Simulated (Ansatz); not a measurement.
# ClFGeH₂···H₂O: what the fields show

```xyz
8

Ge    0.3979   -0.2431   -0.4271
O    -0.5919   -0.2027    2.4515
H    -1.2713   -0.8581    2.2378
H     1.1444   -0.4104   -1.7584
H     0.1387    1.1844    0.0442
Cl   -1.4463   -1.3748   -0.5922
F     1.4045   -1.0809    0.7424
H     0.2274   -0.7207    2.4313
```

The calculation used Ansatz, RKS B3LYP/def2-SVP.

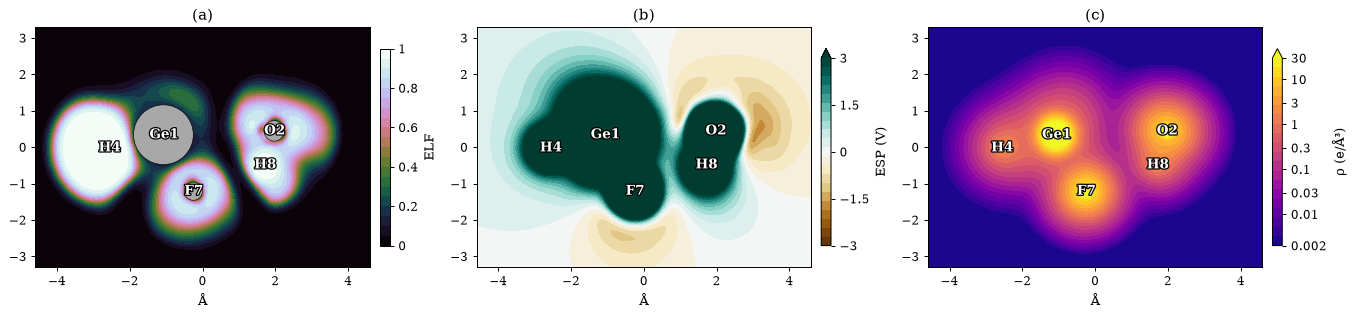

Figure 1. (a) electron localisation function; (b) molecular electrostatic potential; (c) total electron density on the plane of atoms H4, Ge1 and F7. Grey discs cover the atomic cores in the ELF map.

Question: What do the fields say about this system?

Answer:
- Atoms in the plane: Ge, O, H and F.
- F7···H8 (2.09 Å): the density falls to about 0.13 e/Å³ on the way; the ELF dips to about 0.05 between them (a closed-shell contact with the geometry of a hydrogen bond).
- Ge–F (1.76 Å): ρ is about 0.88 e/Å³ halfway; the ELF peaks at about 0.80 in the valence shell of F, 0.5 Å from its nucleus, and is about 0.25 at the midpoint.
- O–H (0.97 Å): the density is about 3.7 e/Å³ at the midpoint; the ELF climbs to about 1 towards the hydrogen, as it does in any bond to H: a covalent bond by its length.
- Ge–H (1.54 Å): ρ at the midpoint is about 1.1 e/Å³; the ELF climbs to about 1 towards the hydrogen.
- The ELF also peaks beside F7 and O2, away from the bonds: lone-pair regions.
- Outside the dense part of the complex the potential is most negative (−1.7 V) near O2.

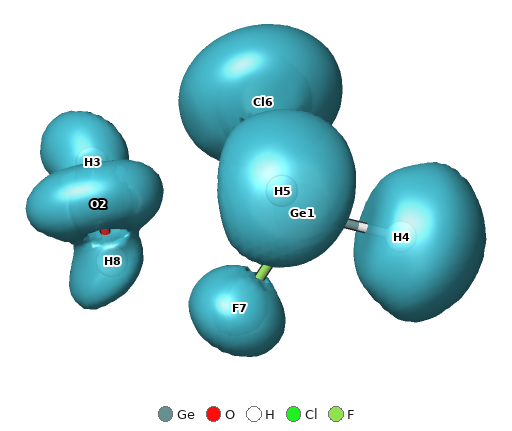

Figure 2. Isosurface of the electron localisation function at 0.8 (cyan), seen at a tilt. Only the valence region is drawn (cores and ρ < 0.01 e/Å³ removed).

Question: Where are the electrons localised?

Answer: The ELF exceeds this value in two regions around hydrogen nuclei, one region wrapped around Cl (its valence shell), one region wrapped around F (its valence shell) and one joined region spread over several atoms (H, O), in which their bonds and any lone pairs are merged.

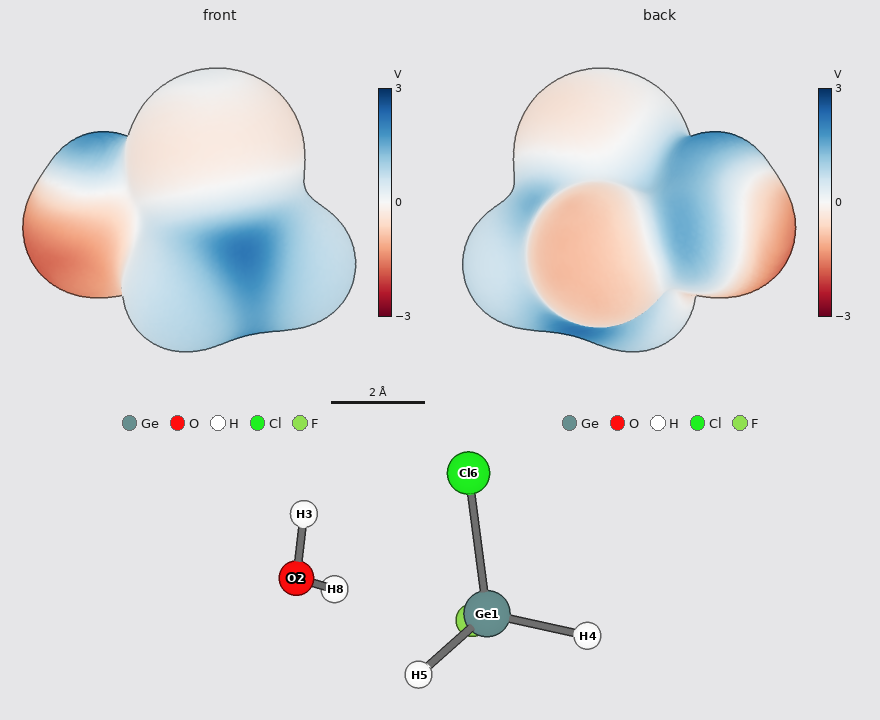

Figure 3. The molecular electrostatic potential painted on the density surface at 0.002 e/bohr³, seen from the front and from behind; the colour scale runs from red (negative) to blue (positive). The bare structure is drawn below in the same view.

Question: Where is the surface potential most negative and most positive?

Answer: The most negative region (about −1.7 V, or −39 kcal/mol for a unit charge) lies over O2, the most positive (about +2.1 V, or +48 kcal/mol for a unit charge) over Ge1. O2 is the likeliest acceptor of a hydrogen bond.
